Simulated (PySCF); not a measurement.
**OH (SMILES [OH]): UPBE0/aug-cc-pVTZ**

Aim: the vertical electron affinity of OH at UPBE0/aug-cc-pVTZ, from 2 runs. 

The results are computed with PySCF 2.14.0.

2 further runs of the same task are left out: 2 set aside as unsound or not needed. Runs told in other sessions of the task aren't counted.

## (1) The system as given

The species is OH (2 atoms), meant as a doublet with charge 0. As SMILES, `[OH]`. The shape is that of a GFN2-xTB optimisation.

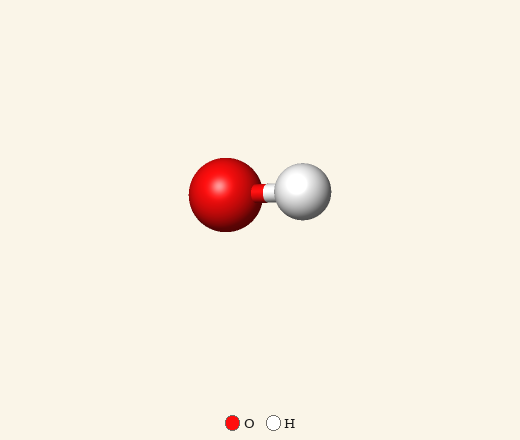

The structure, seen from a chosen angle (oxygen red, hydrogen white).

## (2) A single-point energy at UPBE0/aug-cc-pVTZ

File job.py:

```python
from pyscf import gto, dft

mol = gto.Mole()
mol.atom = '''
O      0.778133    -0.249123     0.401435
H     -0.778133     0.249123    -0.401435
'''
mol.spin = 1
mol.max_memory = 1860
mol.unit = 'bohr'
mol.verbose = 4
mol.charge = 0
mol.basis = 'aug-cc-pvtz'
mol.build()

calc0 = dft.UKS(mol, xc='pbe0')
calc0.conv_tol = 1e-10
calc0.grids.level = 5
calc0.kernel()
if not calc0.converged:
    calc0 = calc0.newton().run(calc0.mo_coeff, calc0.mo_occ)

e_tot = calc0.e_tot
print('E = %.10f Eh' % e_tot)
```

On the command line:

```bash
$ OMP_NUM_THREADS=1 python job.py
```

What it wrote:

```text
PySCF version 2.14.0

[INPUT] num. atoms = 2
[INPUT] num. electrons = 9
[INPUT] charge = 0
[INPUT] spin (= nelec alpha-beta = 2S) = 1
[INPUT] symmetry False subgroup None
[INPUT] Mole.unit = bohr
[INPUT] Symbol           X                Y                Z      unit          X                Y                Z       unit  Magmom
[INPUT]  1 O      0.411770250665  -0.131830214316   0.212430253666 AA    0.778133000000  -0.249123000000   0.401435000000 Bohr   0.0
[INPUT]  2 H     -0.411770250665   0.131830214316  -0.212430253666 AA   -0.778133000000   0.249123000000  -0.401435000000 Bohr   0.0

nuclear repulsion = 4.39400410948526
number of shells = 22
number of NR pGTOs = 83
number of NR cGTOs = 69
basis = aug-cc-pvtz
ecp = {}

******** <class 'pyscf.dft.uks.UKS'> ********
method = UKS
initial guess = minao
damping factor = 0
level_shift factor = 0
DIIS = <class 'pyscf.scf.diis.CDIIS'>
diis_start_cycle = 1
diis_space = 8
diis_damp = 0
SCF conv_tol = 1e-10
SCF conv_tol_grad = None
SCF max_cycles = 50
direct_scf = True
direct_scf_tol = 1e-13
number electrons alpha = 5  beta = 4
XC library pyscf.dft.libxc version 7.0.0
    S. Lehtola, C. Steigemann, M. J.T. Oliveira, and M. A.L. Marques.,  SoftwareX 7, 1–5 (2018)
XC functionals = pbe0
radial grids:
    Treutler-Ahlrichs [JCP 102, 346 (1995); DOI:10.1063/1.469408] (M4) radial grids

becke partition: Becke, JCP 88, 2547 (1988); DOI:10.1063/1.454033
pruning grids: <function nwchem_prune>
grids dens level: 5
symmetrized grids: False
atomic radii adjust function: <function treutler_atomic_radii_adjust>
small_rho_cutoff = 0
Set gradient conv threshold to 1e-05
tot grids = 66520
init E= -75.5537874193937
[... the frontier-level lines of each cycle are left out ...]



cycle= 1 E= -75.6654686391552  delta_E= -0.112  |g|= 0.224  |ddm|= 0.57
cycle= 2 E= -75.6650019993389  delta_E= 0.000467  |g|= 0.239  |ddm|= 0.224
cycle= 3 E= -75.6853193586805  delta_E= -0.0203  |g|= 0.0262  |ddm|= 0.117
cycle= 4 E= -75.6855621923432  delta_E= -0.000243  |g|= 0.00524  |ddm|= 0.0133
cycle= 5 E= -75.6855757214057  delta_E= -1.35e-05  |g|= 0.000912  |ddm|= 0.00381
cycle= 6 E= -75.6855767196853  delta_E= -9.98e-07  |g|= 0.000247  |ddm|= 0.00134
cycle= 7 E= -75.6855768058339  delta_E= -8.61e-08  |g|= 3.32e-05  |ddm|= 0.000457
cycle= 8 E= -75.6855768074249  delta_E= -1.59e-09  |g|= 5.52e-06  |ddm|= 5.37e-05
cycle= 9 E= -75.685576807464  delta_E= -3.91e-11  |g|= 7.92e-07  |ddm|= 7.85e-06
Extra cycle  E= -75.6855768074648  delta_E= -8.1e-13  |g|= 3.94e-07  |ddm|= 9.89e-07
converged SCF energy = -75.6855768074648  <S^2> = 0.7528996  2S+1 = 2.0028975
E = -75.6855768075 Eh
```

Run time: 4.8 s. Hardware: 1 thread of Arm Neoverse V1, shared host; peak memory 0.32 GiB.

## (3) The singlet anion at the same level

File geometry.xyz:

```xyz
2

O      0.411770    -0.131830     0.212430
H     -0.411770     0.131830    -0.212430
```

File calc.py:

```python
from pyscf import gto, dft

mol = gto.Mole()
mol.atom = 'geometry.xyz'
mol.charge = -1
mol.basis = 'aug-cc-pvtz'
mol.verbose = 3
mol.max_memory = 1860
mol.build()

ks = dft.RKS(mol, xc='pbe0')
ks.conv_tol = 1e-10
ks.grids.level = 5
ks.kernel()
if not ks.converged:
    ks = ks.newton().run(ks.mo_coeff, ks.mo_occ)

e_final = ks.e_tot
print('Final energy', e_final)
```

On the command line:

```bash
$ OMP_NUM_THREADS=1 python calc.py
```

What it wrote:

```text
converged SCF energy = -75.7444858454363
Final energy -75.74448584543626
```

It took 3.3 s on 1 thread of Arm Neoverse V1, shared host; peak memory 0.31 GiB.

## (4) Outcome

At UPBE0/aug-cc-pVTZ:

| quantity | value |
| --- | --- |
| doublet OH: total energy | -75.68558 Eh |
| doublet OH: dipole moment | 1.65 D |
| doublet OH: HOMO energy (highest over α and β) | -9.25 eV |
| doublet OH: LUMO energy (lowest over α and β) | -4.32 eV |
| doublet OH: ⟨S²⟩ | 0.753 |
| singlet anion: total energy | -75.74449 Eh |
| singlet anion: HOMO energy | 0.84 eV |
| singlet anion: LUMO energy | 4.05 eV |
| singlet anion: HOMO–LUMO gap (to an unbound level, set by the basis) | 3.21 eV |
| vertical electron affinity (to the singlet anion) | 1.603 eV |

What this shows: At fixed nuclei the extra electron is bound by 1.60 eV (37 kcal/mol). The HOMO (singlet anion) lies at positive energy, 0.84 eV, from the functional's self-interaction, a short basis or an electron that isn't bound; only total energies against the neutral tell.
